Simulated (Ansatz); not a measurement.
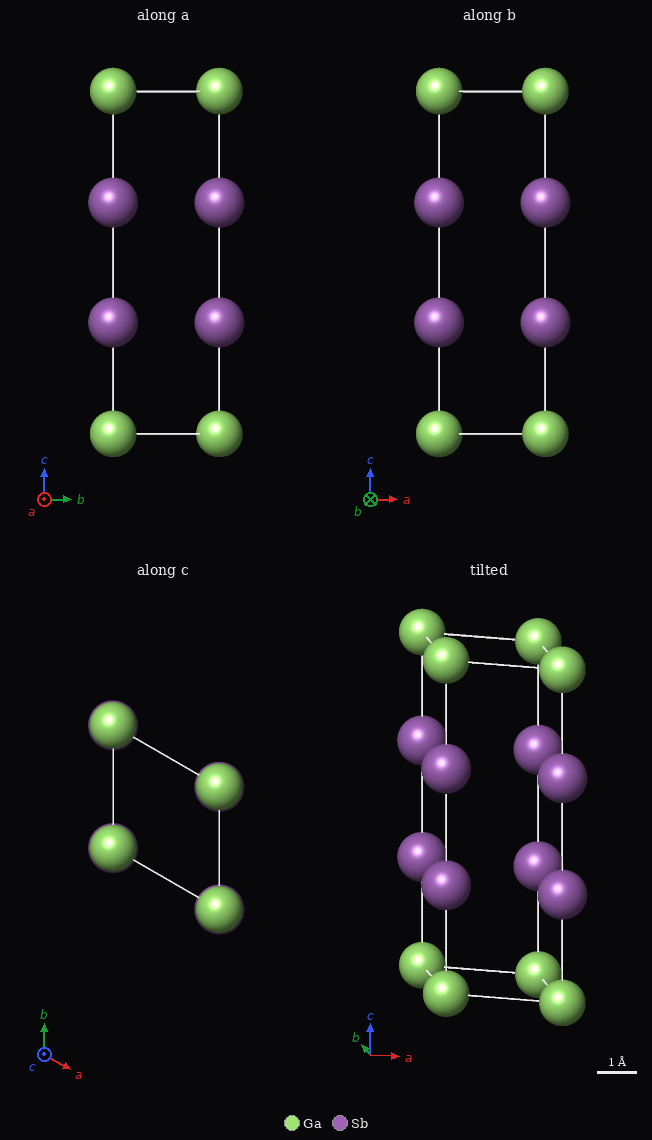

An orthographic spheres-only view of the structure, along the a axis, along the b axis, along the c axis and slightly off an axis. The box is the conventional unit cell; atoms on or close to its faces, edges and corners are drawn wherever they repeat.

Lattice parameters: a = 3.2011 Å, b = 3.2011 Å, c = 8.9394 Å, α = 90.000°, β = 90.000°, γ = 120.000°.

### Put the structure into a CIF in P1 with every atom of the cell, with free fractional coordinates to two decimals.

```cif
data_structure
_symmetry_space_group_name_H-M 'P 1'
_symmetry_Int_Tables_number 1
_cell_length_a 3.2011
_cell_length_b 3.2011
_cell_length_c 8.9394
_cell_angle_alpha 90.000
_cell_angle_beta 90.000
_cell_angle_gamma 120.000
_cell_volume 79.33
loop_
_atom_site_label
_atom_site_type_symbol
_atom_site_fract_x
_atom_site_fract_y
_atom_site_fract_z
_atom_site_occupancy
Ga1 Ga 0.00 0.00 0.00 1
Sb1 Sb 0.00 0.00 0.33 1
Sb2 Sb 0.00 0.00 0.67 1
```

The structure was taken from a random cell made by a generator, so it need not be a real form of the compound. The structure drawn was relaxed with DFT PBE, scalar-relativistic, plane waves, PAW in Ansatz 0.2.0.
